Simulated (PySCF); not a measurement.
# CuF (Copper monofluoride): the cost of one run

Computed with PySCF 2.14.0, with density-fitted response routines of our own, on a single molecule, in the gas phase or a continuum. Atoms count from 0, in the outputs and in this text.

## 1. The starting structure

2 atoms, charge 0, multiplicity 1; geometry from: GFN2-xTB. The atoms were then displaced at random by about 0.01 Å, so the start is not that level's minimum.

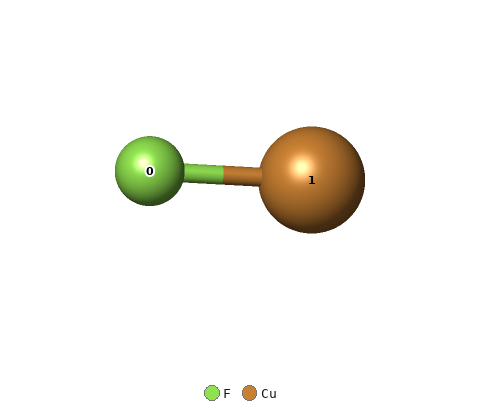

The starting geometry (fluorine green, copper orange), atoms numbered; sticks join atoms by distance.

## 2. Relaxing the molecule at PBE0-D3(BJ)/def2-TZVP

The job: settings as JSON, then the geometry in Å.

```
{"job": {"xc": "PBE0", "basis": "def2-TZVP", "d3": "d3bj", "grid": 2, "shake": 0.01, "kind": "geom"}, "charge": 0, "multiplicity": 1}
F      0.879070    -0.028620     0.001540
Cu    -0.861580    -0.000200    -0.013660
```

Launch:

```bash
$ OMP_NUM_THREADS=1 python probes_run.py task.json out
```

This one command runs all jobs of the session in turn.

Q: Estimate the wall time and peak memory of this first job on 1 thread of Intel Xeon Platinum 8488C, shared host.

About 5.9 s, with a peak of 0.32 GiB.
